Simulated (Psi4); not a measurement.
# wB97M-V/cc-pV(Q+d)Z (sweep point 6) run of BCl (SMILES [B]Cl)

What is the vertical singlet–triplet gap of BCl at wB97M-V/cc-pV(Q+d)Z (sweep point 6)? 

The calculation is run with Psi4 1.11.

## 1. The system as given

BCl has 2 atoms, charge 0, and is taken as a singlet. SMILES: `[B]Cl`. The shape is that of a GFN2-xTB optimisation.

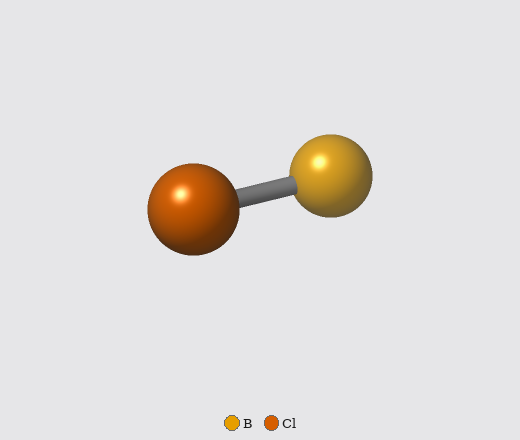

The structure, seen from a chosen angle (boron amber, chlorine orange).

## 2. A single-point energy at wB97M-V/cc-pV(Q+d)Z (sweep point 6)

The input, calc.inp:

```
memory 1600 MB

molecule geom {
  0 1
  B      0.000000     0.000000     0.000000
  Cl     0.000000     0.000000     1.578530
  symmetry c1
}

set basis cc-pV(Q+d)Z
set puream true
set scf_type pk
set dft_radial_points 99
set dft_spherical_points 590

E = energy("wb97m-v")
print_variables()
```

The run is started by

```
$ psi4 -n 1 calc.inp calc.out
```

calc.out:

```text
[...]
  Running in c1 symmetry.
[...]
  Nuclear repulsion =   28.494905327709958
[...]
  Multiplicity = 1
[...]
  Nalpha       = 11
  Nbeta        = 11
[...]
    Number of basis functions: 119
[...]
   @RKS iter   1:  -484.95641162545502   -2.64653e-01   1.80693e-03 ADIIS/DIIS
[...]
   @RKS iter   7:  -484.97818420620837   -2.13420e-07   5.09113e-07 DIIS
[...]
    Orbital Energies [Eh]
    ---------------------
    Doubly Occupied:
       1A   -101.948489     2A     -9.713062     3A     -7.413312
       4A     -7.411701     5A     -7.411701     6A     -6.980234
       7A     -1.044178     8A     -0.636278     9A     -0.515924
      10A     -0.515924    11A     -0.338637
[...]
  @RKS Final Energy:  -484.97818420620837
   => Energetics <=
    Nuclear Repulsion Energy =             28.4949053277099580
    One-Electron Energy =                -723.6778864396685549
    Two-Electron Energy =                 234.7503159041659160
    DFT Exchange-Correlation Energy =     -24.6377984999407715
    Empirical Dispersion Energy =           0.0000000000000000
    VV10 Nonlocal Energy =                  0.0922795015250551
    Total Energy =                       -484.9781842062083683
[...]
 Multipole Moments:
 ------------------------------------------------------------------------------------
     Multipole            Electronic (a.u.)      Nuclear  (a.u.)        Total (a.u.)
 ------------------------------------------------------------------------------------
 L = 1.  Multiply by 2.5417464519 to convert [e a0] to [Debye]
 Dipole X            :          0.0000000            0.0000000            0.0000000
 Dipole Y            :         -0.0000000            0.0000000           -0.0000000
 Dipole Z            :          0.1778818            0.7989079            0.9767897
 Magnitude           :                                                    0.9767897
[...]
```

It took 20 s on 1 thread of AMD EPYC 9R14 (Zen 4), shared host; peak memory 1.1 GiB.

## 3. The triplet, same level

The input, bcl.dat:

```
memory 1.6 GB

molecule {
  0 3
  B      0.000000     0.000000     0.000000
  Cl     0.000000     0.000000     1.578530
  units angstrom
  symmetry c1
}

set {
  basis cc-pV(Q+d)Z
  reference uks
  puream true
  scf_type pk
  dft_radial_points 99
  dft_spherical_points 590
  maxiter 150
}

energy('wb97m-v')
print_variables()
```

The run is started by

```
$ psi4 bcl.dat bcl.out -n 1
```

bcl.out:

```text
[...]
  Running in c1 symmetry.
[...]
  Nuclear repulsion =   28.494905327709958
[...]
  Multiplicity = 3
[...]
  Nalpha       = 12
  Nbeta        = 10
[...]
    Number of basis functions: 119
[...]
   @UKS iter   1:  -484.86840678027590   -1.76648e-01   1.73150e-03 DIIS/ADIIS
[...]
   @UKS iter   8:  -484.88382504955661   -1.72883e-07   4.31194e-07 DIIS
[...]
   @S^2 Observed:                2.004510208E+00
[...]
    Orbital Energies [Eh]
    ---------------------
    Alpha Occupied:
       1A   -101.927475     2A     -9.688342     3A     -7.390868
       4A     -7.387405     5A     -7.386268     6A     -6.985700
       7A     -1.019125     8A     -0.621468     9A     -0.503021
      10A     -0.494501    11A     -0.410229    12A     -0.238685
    Alpha Virtual:
      13A      0.002124    14A      0.104985    15A      0.163959
      16A      0.167118    17A      0.168821    18A      0.201982
      19A      0.292547    20A      0.299077    21A      0.300033
      22A      0.319089    23A      0.320649    24A      0.387539
      25A      0.392802    26A      0.478307    27A      0.478361
[...]
  @UKS Final Energy:  -484.88382504955661
   => Energetics <=
    Nuclear Repulsion Energy =             28.4949053277099580
    One-Electron Energy =                -723.9932799992723176
    Two-Electron Energy =                 235.1728247430996532
    DFT Exchange-Correlation Energy =     -24.6504376218274714
    Empirical Dispersion Energy =           0.0000000000000000
    VV10 Nonlocal Energy =                  0.0921625007335228
    Total Energy =                       -484.8838250495566058
[...]
 Multipole Moments:
 ------------------------------------------------------------------------------------
     Multipole            Electronic (a.u.)      Nuclear  (a.u.)        Total (a.u.)
 ------------------------------------------------------------------------------------
 L = 1.  Multiply by 2.5417464519 to convert [e a0] to [Debye]
 Dipole X            :          0.0000000            0.0000000            0.0000000
 Dipole Y            :         -0.0000000            0.0000000           -0.0000000
 Dipole Z            :         -0.6581756            0.7989079            0.1407323
 Magnitude           :                                                    0.1407323
[...]
```

Run time: 29 s. Hardware: 1 thread of AMD EPYC 9R14 (Zen 4), shared host; peak memory 1.1 GiB.

## 4. Summary of results

Level: wB97M-V/cc-pV(Q+d)Z (sweep point 6).

| quantity | value |
| --- | --- |
| singlet: total energy | -484.97818 Eh |
| singlet: dipole moment | 2.48 D |
| singlet: HOMO energy | -9.21 eV |
| singlet: LUMO energy | 0.60 eV |
| singlet: HOMO–LUMO gap | 9.82 eV |
| triplet: total energy | -484.88383 Eh |
| triplet: dipole moment | 0.36 D |
| triplet: HOMO energy (highest over α and β) | -6.49 eV |
| triplet: LUMO energy (lowest over α and β) | -1.36 eV |
| triplet: ⟨S²⟩ | 2.005 |
| vertical energy of the triplet above the singlet | 2.568 eV |

In words: At this shape the triplet lies 2.57 eV (59 kcal/mol) above the singlet.
